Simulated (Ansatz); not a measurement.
## La2O3, pressure series

Start from La$_{2}$O$_{3}$ (space group P-3m1, No. 164; a = 3.940 Å, c = 6.188 Å).

Cell and atoms are relaxed at each pressure.

The values are results of Ansatz (a quantum-chemistry and plane-wave program) PBE, no SOC, earlier PAW set, not measurements.

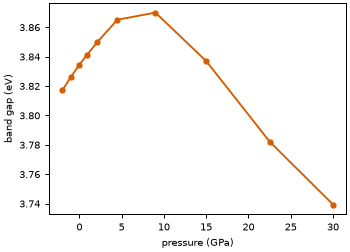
Band gap against pressure

**Question.** From the plot, what is the band gap for pressure 2.1 GPa?

**Answer.** About 3.85 eV.

**Question.** Is the trend monotonic over the range shown?

**Answer.** No, it turns within the range, spanning 3.74 eV to 3.87 eV.

Load acts through the strain it causes; cell and atoms are relaxed under it. Whether these cells are dynamically stable was not tested. Competing high-pressure phases were not computed.
